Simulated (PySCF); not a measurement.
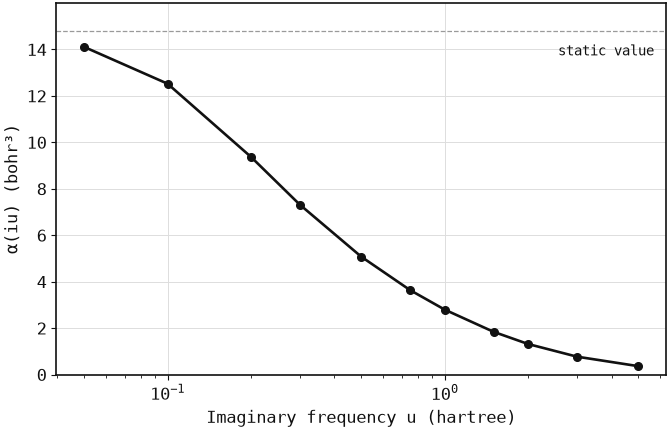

Dipole polarisability at imaginary frequency of Cr⁺ ([Ar] 3d⁵). Coupled response at the PBE level; PySCF, aug-cc-pVQZ-DK, spin-free X2C-1e, unrestricted single determinants, no spin-orbit coupling.

### What follows from the curve?

The static dipole polarisability is 14.8 bohr³; α(iu) falls to half of it near u = 0.30 hartree. The Casimir–Polder integral gives C₆ = 56.0 hartree bohr⁶ for two such species.
